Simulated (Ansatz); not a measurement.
# TiH (quartet): from Hartree-Fock to the top rungs at distance Ti1–H2 = 3.245 Å, def2-TZVP

How much of the correlation energy of TiH (quartet) does each wave-function method recover here?

The runs use Ansatz 0.2.0, Gaussian basis; def2-TZVP, core rule «outside noble gas», up to 9 orbitals frozen.

Plan: UHF; CCSD(T) on ROHF; CCSD(T) on UHF; CISD as a restricted active space (open shells left free, so some higher excitations enter); CCSDT(Q) on ROHF; CCSDT(Q) on UHF; CASSCF and MRCISD+Q, 5 electrons in 5 orbitals; CASSCF and NEVPT2, 5 electrons in 5 orbitals; Full CI.

47 further runs of the same task are left out: 33 for a known fault of the program, 12 that didn't finish, 2 set aside as unsound or not needed. Runs told in other sessions of the task aren't counted.

## (1) The geometry

The geometry derives from a PBE0/def2-TZVP stationary point (not a proven minimum). One bond is set to the value named and the two fragments are kept rigid.

2 atoms, charge 0, spin multiplicity 4.

Atoms are counted from 1 here; the program's logs count them from 0.

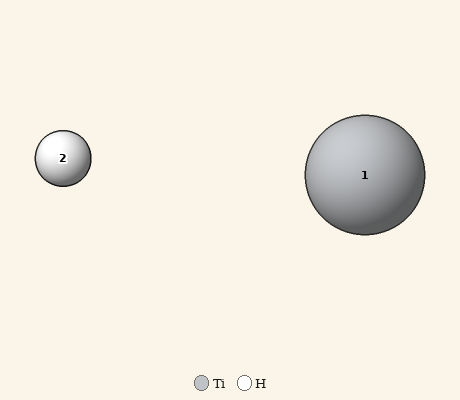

The structure; titanium light grey, hydrogen white; atoms are numbered from 1 in the order of the file.

As a file:

```xyz
2

Ti    0.0000    0.0000    0.0000
H     0.0000    0.0000    3.2450
```

In the tables R marks a restricted open-shell determinant and U an unrestricted one; 'pair' is the active space of 5 electrons in 5 orbitals; energies count from the table's Hartree-Fock row.

## (2) UHF

in.yaml

```yaml
crystal:
  periodic: [false, false, false]
  atoms:
    - {symbol: Ti, position_ang: [0.000000, 0.000000, 0.000000]}
    - {symbol: H, position_ang: [0.000000, 0.000000, 3.245000]}
basis:
  gaussian: {orbitals: def2-TZVP}
magnetization: {spin_polarized: true, initial_magnetization: 3}
hamiltonian: {xc: hf}
output: {orbitals: {seedname: orbitals}}
```

Command:

```console
ansatz run in.yaml --threads 1 --pin off --events-out ev --progress --plain --max-ram 2393MiB
```

Output, cut to the lines that bear on the results:

```text
Functional definition: HF
  name "HF"
  cite "Fock, Z. Phys. 61, 126 (1930) doi:10.1007/BF01340294"
  parent pbe
[...]
450 factors; integrals over basis functions are off by at most 3.9e-4 eV
[...]
mean field -23099.67239086 eV, -848.8973028438 hartree, gradient 2.2e-6 eV, S^2 3.893008; 11 other end points of the search recorded, 0 dependent functions left out
reference -23099.67239086 eV, -848.8973028438 hartree; 13, 10 occupied and 38, 41 virtual orbitals, 450 factors
Total energy: -23099.67239086 eV, -848.8973028438 hartree
```

It took 3.1 s on 1 thread of Arm Neoverse V2, shared host.

From the report: ⟨S²⟩ of the determinant 3.893 (pure quartet: 3.75).

## (3) CCSD(T) on ROHF

in.yaml

```yaml
crystal:
  periodic: [false, false, false]
  atoms:
    - {symbol: Ti, position_ang: [0.000000, 0.000000, 0.000000]}
    - {symbol: H, position_ang: [0.000000, 0.000000, 3.245000]}
basis:
  gaussian: {orbitals: def2-TZVP}
magnetization: {spin_polarized: false, initial_magnetization: 3}
correlation: {method: ccsd_t, electrons: outside_noble_gas}
```

Same command.

Output, cut to the lines that bear on the results:

```text
Functional definition: HF
  name "HF"
  cite "Fock, Z. Phys. 61, 126 (1930) doi:10.1007/BF01340294"
  parent pbe
[...]
450 factors; integrals over basis functions are off by at most 3.9e-4 eV
[...]
mean field -23099.47134798 eV, -848.8899146543 hartree, gradient 2.8e-6 eV, S^2 3.750000; 37 other end points of the search recorded, 0 dependent functions left out
[...]
determinant -23099.47134798 eV, -848.8899146543 hartree, with singles and doubles -23100.90390363 eV, -848.9425601035 hartree
determinant -23099.46724642 eV, -848.8897639246 hartree, with singles and doubles -23100.89840990 eV, -848.9423582125 hartree
determinant -23099.45454082 eV, -848.8892970027 hartree, with singles and doubles -23100.87970820 eV, -848.9416709378 hartree
determinant -23099.16875931 eV, -848.8787947259 hartree, with singles and doubles -23100.77834014 eV, -848.9379457300 hartree
[...]
determinant -23098.89967200 eV, -848.8689059495 hartree, with singles and doubles -23100.86087804 eV, -848.9409789419 hartree
determinant -23098.86161707 eV, -848.8675074566 hartree, with singles and doubles -23100.84169084 eV, -848.9402738255 hartree
determinant -23098.64209713 eV, -848.8594402474 hartree, with singles and doubles -23100.79296147 eV, -848.9384830541 hartree
[...]
9 core orbitals not correlated: weight in the atoms' cores, before any rotation towards them, 1.000 or more for the frozen orbitals, at most 0.000 for the correlated occupied ones
reference -23099.47134798 eV, -848.8899146543 hartree; 4, 1 occupied and 38, 41 virtual orbitals, 450 factors
second order -0.98434543 eV of doubles, -0.02949850 eV of singles
cycle   1  -1.44488871 eV  change   -1.4e-7 eV  update   5.9e-6
[...]
cycle   3  -1.44489223 eV  change   -1.3e-6 eV  update   3.3e-6
perturbative correction -0.04225773 eV, -0.0015529430 hartree
Total energy: -23100.95849795 eV, -848.9445664075 hartree
```

Wall time 21 s (1 thread of Arm Neoverse V2, shared host).

From the report: correlation -1.4871 eV; T1 0.070; largest double amplitude 0.12.

## (4) CCSD(T) on UHF

in.yaml, as its differences from that of step 3:

```diff
@@ -7,3 +7,3 @@
   gaussian: {orbitals: def2-TZVP}
-magnetization: {spin_polarized: false, initial_magnetization: 3}
+magnetization: {spin_polarized: true, initial_magnetization: 3}
 correlation: {method: ccsd_t, electrons: outside_noble_gas}
```

The command is unchanged.

Output, cut to the lines that bear on the results:

```text
Functional definition: HF
  name "HF"
  cite "Fock, Z. Phys. 61, 126 (1930) doi:10.1007/BF01340294"
  parent pbe
[...]
450 factors; integrals over basis functions are off by at most 3.9e-4 eV
[...]
mean field -23099.67239086 eV, -848.8973028438 hartree, gradient 1.5e-8 eV, S^2 3.893008; 40 other end points of the search recorded, 0 dependent functions left out
determinant -23099.67239086 eV, -848.8973028438 hartree, with singles and doubles -23100.98379995 eV, -848.9454962389 hartree
determinant -23099.66893280 eV, -848.8971757623 hartree, with singles and doubles -23100.98022417 eV, -848.9453648315 hartree
determinant -23099.65720655 eV, -848.8967448306 hartree, with singles and doubles -23100.95925881 eV, -848.9445943688 hartree
determinant -23099.38619171 eV, -848.8867852190 hartree, with singles and doubles -23100.82765361 eV, -848.9397579666 hartree
[...]
determinant -23099.65720655 eV, -848.8967448306 hartree, with singles and doubles -23100.96374830 eV, -848.9447593546 hartree
determinant -23099.38619171 eV, -848.8867852190 hartree, with singles and doubles -23100.89601572 eV, -848.9422702280 hartree
determinant -23099.33199804 eV, -848.8847936385 hartree, with singles and doubles -23100.86704365 eV, -848.9412055239 hartree
9 core orbitals not correlated: weight in the atoms' cores, before any rotation towards them, 1.000 or more for the frozen orbitals, at most 0.000 for the correlated occupied ones
reference -23099.67239086 eV, -848.8973028438 hartree; 4, 1 occupied and 38, 41 virtual orbitals, 450 factors
second order -0.86094458 eV of doubles, -0.00000000 eV of singles
cycle   1  -1.31938241 eV  change    4.2e-7 eV  update   7.3e-6
[...]
cycle   3  -1.31938199 eV  change   -4.3e-7 eV  update   5.4e-6
perturbative correction -0.03737084 eV, -0.0013733532 hartree
Total energy: -23101.02914370 eV, -848.9471625909 hartree
```

Run time: 21 s. Hardware: 1 thread of Arm Neoverse V2, shared host.

From the report: ⟨S²⟩ of the determinant 3.893 (pure quartet: 3.75); correlation -1.3568 eV; T1 0.047; largest double amplitude 0.09.

## (5) CISD as a restricted active space (open shells left free, so some higher excitations enter)

in.yaml

```yaml
crystal:
  periodic: [false, false, false]
  atoms:
    - {symbol: Ti, position_ang: [0.000000, 0.000000, 0.000000]}
    - {symbol: H, position_ang: [0.000000, 0.000000, 3.245000]}
basis:
  gaussian: {orbitals: def2-TZVP}
magnetization: {spin_polarized: false, initial_magnetization: 3}
correlation: {active_space: {ras: {orbitals: [1, 3, 38], electrons: 5, max_holes: 2, max_particles: 2}, fixed_orbitals: true}}
```

The command is unchanged.

Output, cut to the lines that bear on the results:

```text
Functional definition: HF
  name "HF"
  cite "Fock, Z. Phys. 61, 126 (1930) doi:10.1007/BF01340294"
  parent pbe
[...]
450 factors; integrals over basis functions are off by at most 3.9e-4 eV
[...]
mean field -23099.47134798 eV, -848.8899146543 hartree, gradient 2.8e-6 eV, S^2 3.750000; 22 other end points of the search recorded, 0 dependent functions left out
reference -23099.47134798 eV, -848.8899146543 hartree; 13, 10 occupied and 38, 41 virtual orbitals, 450 factors
state -23100.90900558 eV, -848.9427475965 hartree
Total energy: -23100.90900558 eV, -848.9427475965 hartree
```

Run time: 5.5 s. Hardware: 1 thread of Arm Neoverse V2, shared host.

From the report: 11,824 determinants.

## (6) CCSDT(Q) on ROHF

in.yaml, as its differences from that of step 5:

```diff
@@ -8,2 +8,2 @@
 magnetization: {spin_polarized: false, initial_magnetization: 3}
-correlation: {active_space: {ras: {orbitals: [1, 3, 38], electrons: 5, max_holes: 2, max_particles: 2}, fixed_orbitals: true}}
+correlation: {method: ccsdt_q, electrons: outside_noble_gas}
```

Same command.

Output, cut to the lines that bear on the results:

```text
Functional definition: HF
  name "HF"
  cite "Fock, Z. Phys. 61, 126 (1930) doi:10.1007/BF01340294"
  parent pbe
[...]
743 factors; integrals over basis functions are off by at most 2.2e-7 eV
[...]
mean field -23099.47136100 eV, -848.8899151329 hartree, gradient 1.7e-8 eV, S^2 3.750000; 38 other end points of the search recorded, 0 dependent functions left out
[...]
determinant -23099.47136100 eV, -848.8899151329 hartree, with singles and doubles -23100.90410445 eV, -848.9425674832 hartree
determinant -23099.46725831 eV, -848.8897643617 hartree, with singles and doubles -23100.89859413 eV, -848.9423649829 hartree
determinant -23099.45454948 eV, -848.8892973206 hartree, with singles and doubles -23100.87972818 eV, -848.9416716721 hartree
determinant -23099.16877141 eV, -848.8787951705 hartree, with singles and doubles -23100.77941732 eV, -848.9379853158 hartree
[...]
determinant -23098.89967776 eV, -848.8689061612 hartree, with singles and doubles -23100.86089375 eV, -848.9409795193 hartree
determinant -23098.86162197 eV, -848.8675076368 hartree, with singles and doubles -23100.84167384 eV, -848.9402732006 hartree
determinant -23098.64210259 eV, -848.8594404481 hartree, with singles and doubles -23100.79297896 eV, -848.9384836969 hartree
[...]
9 core orbitals not correlated: weight in the atoms' cores, before any rotation towards them, 1.000 or more for the frozen orbitals, at most 0.000 for the correlated occupied ones
reference -23099.47136100 eV, -848.8899151329 hartree; 4, 1 occupied and 38, 41 virtual orbitals, 743 factors
second order -0.98435930 eV of doubles, -0.02949838 eV of singles
cycle   1  -1.23933846 eV  change   -2.2e-1 eV  update   7.1e-2
[...]
cycle  54  -1.51366705 eV  change   -4.3e-7 eV  update   4.4e-7
perturbative correction -0.00157698 eV, -0.0000579528 hartree
Total energy: -23100.98660503 eV, -848.9455993237 hartree
```

Wall time 45 s (1 thread of Arm Neoverse V2, shared host).

From the report: correlation -1.5152 eV; T1 0.079; largest double amplitude 0.12.

[end of part 1 of 2]
